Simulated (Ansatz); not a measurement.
Hypothetical P4_2/mnm AlN: pressure series

Start from AlN (space group P4_2/mnm, No. 136; a = 5.330 Å, c = 3.122 Å; a hypothetical phase, not in the database extracts checked).

Cell and atoms are relaxed at each pressure.

Method: PBE (Ansatz, a first-principles code), spin-orbit coupling left out.

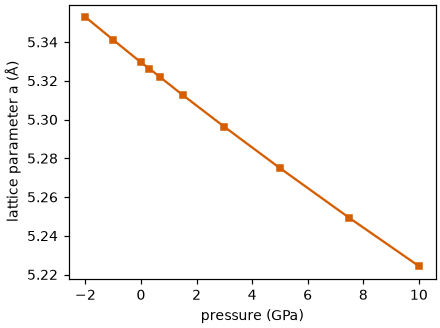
Figure. Lattice parameter a against pressure

### Question
From the plot, what is the lattice parameter a for pressure 0.7 GPa?

### Answer
About 5.32 Å.

### Question
Is the trend monotonic over the range shown?

### Answer
Yes, it falls throughout, spanning 5.224 Å to 5.353 Å.

Load acts through the strain it causes; cell and atoms are relaxed under it. Whether these cells are dynamically stable was not tested. No other phases were tried under pressure.
